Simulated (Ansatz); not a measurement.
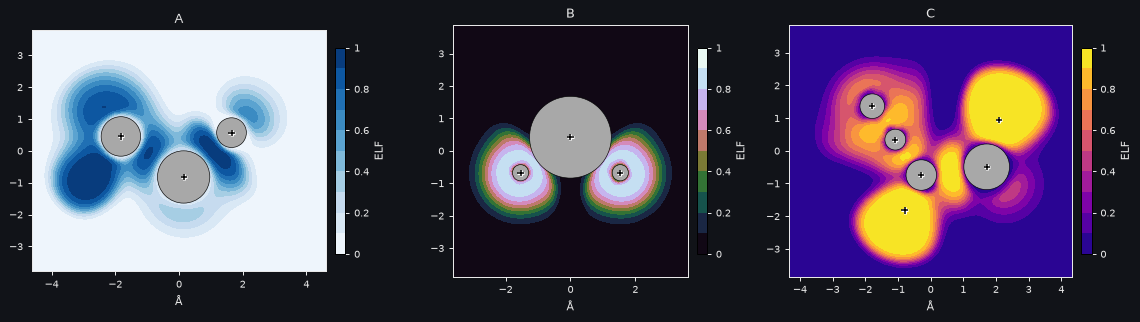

The electron localisation function of 3 systems, each on a plane through atoms (crosses mark nuclei in the plane; grey discs cover the cores).

Computed with Ansatz 0.2.0, RKS PBE0-D4/def2-TZVPP.

System 1: BGeH$_{6}$P (SMILES [BH2][GeH2][PH2]), the plane of atoms B1, Ge2 and P3. Geometry: PBE0-D4/def2-TZVP.

```yaml
atoms:
  - { symbol: B, position_ang: [-1.0399, 0.7251, -1.2396] }
  - { symbol: Ge, position_ang: [0.6833, 0.2433, -0.2418] }
  - { symbol: P, position_ang: [0.0828, -1.5752, 1.1123] }
  - { symbol: H, position_ang: [-1.3680, 0.1085, -2.2080] }
  - { symbol: H, position_ang: [-1.7690, 1.5756, -0.8259] }
  - { symbol: H, position_ang: [1.2650, 1.3792, 0.6205] }
  - { symbol: H, position_ang: [1.8010, -0.2929, -1.1561] }
  - { symbol: H, position_ang: [1.2002, -1.4089, 1.9735] }
  - { symbol: H, position_ang: [-0.7668, -0.8010, 1.9482] }
```

System 2: CH$_{6}$BNSi (SMILES C=NB[SiH3]), the plane of atoms N2, B3 and H7. Geometry: PBE0-D4/def2-TZVP.

```xyz
10

C    -0.4517    1.9014   -1.0268
N    -0.5396    0.7057   -0.6967
B    -0.6039   -0.5817   -0.3157
Si    0.7292   -1.2745    1.0298
H     0.1666    2.2120   -1.8723
H    -0.9914    2.6806   -0.4836
H    -1.4565   -1.2768   -0.7916
H     1.5157   -2.4023    0.4534
H     0.0291   -1.7960    2.2383
H     1.6856   -0.2195    1.4680
```

System 3: ClF$_{3}$Zr (SMILES [F][Zr]([F])([F])[Cl]), the plane of atoms F3, Zr2 and F4. Geometry: PBE0-D4/def2-TZVP; core potentials replace the inner electrons of Zr.

```xyz
5

F    -0.6715   -0.5127    1.7127
Zr    0.0162   -0.0955    0.0054
F     1.8260   -0.6243   -0.0749
F    -0.9609   -1.0452   -1.3004
Cl   -0.1599    2.2041   -0.3841
```

> Which map belongs to which system?

Panel A is system 1, BGeH$_{6}$P: the plane holds B, Ge and P. Ge–B (2.05 Å): the ELF peaks at about 0.95 between the atoms, as expected for a covalent bond. Panel B is system 3, ClF$_{3}$Zr: the plane holds Zr and F. Zr–F (1.89 Å): the ELF peaks at about 0.85 in the valence shell of F, 0.5 Å from its nucleus, and drops to about 0.25 between the two atoms. Panel C is system 2, CH$_{6}$BNSi: the plane holds C, N, B, Si and H. C–N (1.24 Å): the ELF peaks at about 0.90 between the atoms (a multiple bond).
